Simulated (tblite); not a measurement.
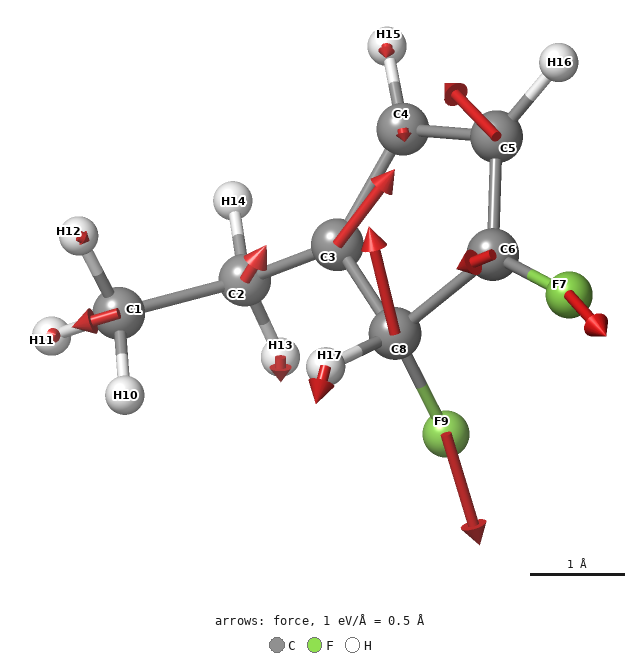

Starting geometry of C$_{7}$H$_{8}$F$_{2}$ (charge −1, multiplicity 2) with the computed forces as red arrows. Style: ball-and-stick. Shown at a tilt.

Computed with GFN2-xTB geometry optimisation, gas phase in tblite. 

Q: Is this structure relaxed? If not, where do the atoms go?

A: It isn't relaxed: the largest force vector, on F9, is 2.63 eV/Å. The final displacements have little in common with the starting forces (cosine between the two patterns 0.24). The energy falls by 1.028 eV in 109 geometry steps. F9 moves most after the best rigid fit: 0.90 Å. By element the largest moves are F 0.90 Å, H 0.72 Å, C 0.22 Å. Among the contacts that change: C8–F9 1.355 → 2.167 Å, C6–C8 1.497 → 1.410 Å, C3–C8 1.503 → 1.428 Å, C3–C4 1.426 → 1.371 Å. Bonds break, among them: C8–F9 (1.35 → 2.17 Å). Among the angles between lasting bonds that change: C3–C8–H17 111.4° → 126.6°, C6–C8–H17 111.0° → 125.7°, C3–C8–C6 102.9° → 105.9°.
